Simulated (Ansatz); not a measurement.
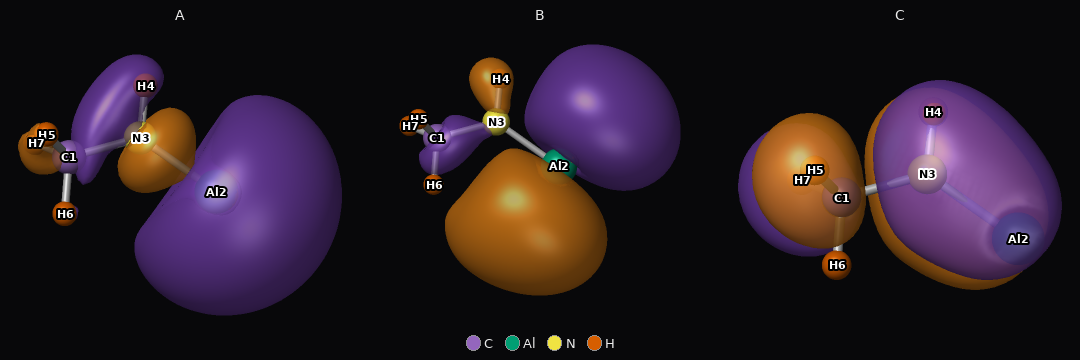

*CH4AlN (SMILES C[NH][Al]). Three frontier orbitals at ±0.06 Å⁻³ᐟ² (orange and purple are the two phases), in no order.*

Geometry: PBE0-D3(BJ)/def2-SVP.

Computed with Ansatz, isolated molecule in a Gaussian basis; Kohn-Sham density functional theory, functional PBE0.

```yaml
atoms:
  - { symbol: C, position_ang: [-0.3215, -0.0500, -0.8534] }
  - { symbol: Al, position_ang: [0.2176, -0.6810, 1.9746] }
  - { symbol: N, position_ang: [0.5507, -0.5101, 0.2043] }
  - { symbol: H, position_ang: [1.4713, -0.7603, -0.1561] }
  - { symbol: H, position_ang: [0.0592, 0.8535, -1.3652] }
  - { symbol: H, position_ang: [-1.3114, 0.2156, -0.4449] }
  - { symbol: H, position_ang: [-0.4985, -0.8157, -1.6314] }
```

Order the three orbitals by energy and name them.

Answer. C is the HOMO−1 (−6.71 eV). By Hirshfeld shares it lies mainly on N3 (about 60 %), Al2 (about 15 %) and C1 (about 10 %). A is the HOMO (−6.15 eV). By Hirshfeld shares it lies mainly on Al2 (about 85 %) and N3 (about 10 %). B is the LUMO (−1.31 eV). By Hirshfeld shares it lies mainly on Al2 (about 85 %).

What is the HOMO–LUMO gap?

Answer. 4.84 eV between the orbital energies.
